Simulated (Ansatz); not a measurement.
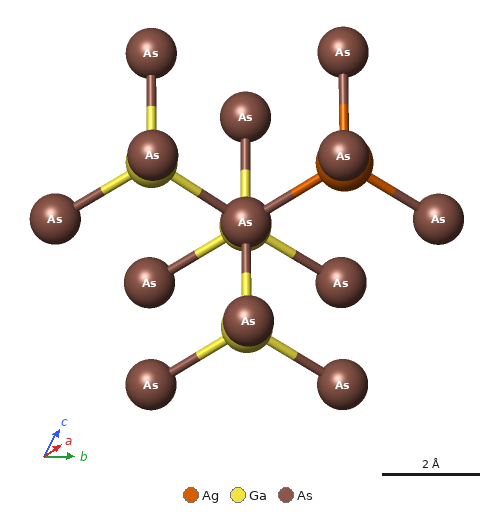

A defect cell of composition Ga$_{26}$AgAs$_{27}$ (cell charge −1), before the relaxation. A ball-and-stick model of the atoms within 4.2 Å of the atom that moves most (axes of the cell of the calculation), seen from a free direction.

Case: Ag on a Ga site (a), charge -1, atoms relaxed at the host's cell.

Level of theory: Ansatz 0.2.0, DFT LDA, scalar-relativistic, plane waves, PAW.

Settings: plane-wave cutoff 420 eV; k-point mesh 2 × 2 × 2; occupations gaussian; smearing width 0.02 eV; collinear spin; atoms relaxed in a fixed cell; force threshold 0.025 eV/Å; at most 45 steps.

```xyz
54
Lattice="-8.4051 -8.4051 0.0000 0.0000 -8.4051 8.4051 -8.4051 0.0000 8.4051" Properties=species:S:1:pos:R:3 pbc="T T T"
Ag  -13.9840   -5.6284    8.4286
Ga  -11.2077  -11.2126   16.7987
Ga   -8.3979   -8.4024   16.7986
Ga  -13.9921   -8.4033   11.2033
Ga  -11.2068   -5.6186   11.2036
Ga   -8.4008   -2.8044   11.2042
Ga  -13.9957  -11.2125   14.0120
Ga  -11.2044   -8.4073   14.0094
Ga   -8.4002   -5.6165   14.0110
Ga   -8.3983  -13.9966   11.2029
Ga   -5.6137  -11.2128   11.2025
Ga   -2.7998   -0.0012    2.7993
Ga   -8.4001   -8.4057    5.6033
Ga   -5.6000   -5.6056    5.5987
Ga   -2.8009   -2.8051    5.6033
Ga   -8.4002  -11.2116    8.4174
Ga   -5.6009   -8.4120    8.4044
Ga  -11.1993  -14.0098    8.4043
Ga  -11.2063  -13.9991   14.0110
Ga   -8.4017   -2.8038    5.6047
Ga   -5.6116   -8.4036   14.0117
Ga  -11.2053   -8.4053    8.4181
Ga   -8.4063   -5.6059    8.4049
Ga  -14.0047  -11.2044    8.4050
Ga  -11.2044  -11.2089   11.2077
Ga   -8.4021   -8.4073   11.2076
Ga  -14.0057  -14.0101   11.2108
As   -9.8031   -9.8077    4.2015
As   -7.0001   -7.0047    4.1946
As   -4.2010   -4.2057    4.1946
As   -9.7971  -12.6095    7.0043
As   -7.0015   -9.8146    7.0050
As   -4.2003   -7.0057    7.0053
As   -9.7962  -15.4095    9.8050
As   -7.0155  -12.5995    9.8297
As   -4.2012   -9.8149    9.8049
As  -12.6048   -9.8011    7.0048
As   -9.8089   -7.0064    7.0045
As   -7.0001   -4.2055    7.0051
As  -12.6048  -12.6102    9.8056
As   -9.8027   -9.8086    9.8086
As   -7.0007   -7.0064    9.8057
As  -12.6050  -15.4108   12.6131
As   -9.8022  -12.6077   12.6080
As   -7.0026   -9.8085   12.6082
As  -15.4045   -9.8006    9.8047
As  -12.6105   -7.0160    9.7994
As   -9.8095   -4.2058    9.8050
As  -15.4063  -12.6104   12.6131
As  -12.6035   -9.8082   12.6086
As   -9.8035   -7.0084   12.6081
As  -15.4292  -15.4351   15.3696
As  -12.5294  -12.5978   15.3927
As   -9.8026   -9.8077   15.4086
```

Question: Predict the outcome.

Answer: As53 moves most: 0.060 Å along [1 −1 1]. Largest moves by element: As 0.060 Å, Ag 0.028 Å, Ga 0.023 Å. The cell doesn't change. Some distances before and after: Ag1–As47 2.386 → 2.451 Å, Ga7–As53 2.445 → 2.389 Å, Ag1–As53 2.501 → 2.458 Å, Ag1–As52 2.489 → 2.457 Å. Bond angles that change, for instance: Ga2–As53–Ga19 112.3° → 109.6°. After 2 accepted moves (3 points after the start) the energy has fallen by 78.8 meV per cell of the calculation. Largest force component: 0.62 eV/Å at the start, 0.018 eV/Å at the end. 1 step only repeated the SCF at the same geometry. The program noted that the starting moments weren't kept. Cost: 7 min on 8 threads of AMD EPYC 9R45 96-Core Processor (Zen 5), with other jobs on the host, peak memory 15 GiB.

Step by step:

```tsv
step	E − E(0), meV/atom	largest force component, eV/Å	note
0	0.00	0.6232	
1	-1.40	0.1076	
2	-1.46	0.0185	
3	-1.46	0.0185	same geometry, SCF repeated
```

After the run, drawn alike:

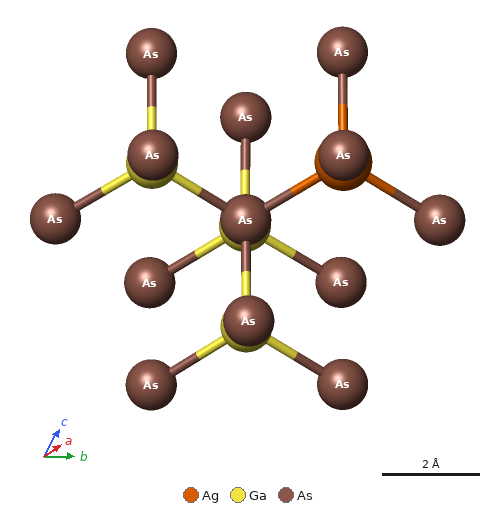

Limits of the set-up: the cell is charged, on a uniform background, and energies carry no finite-size correction.
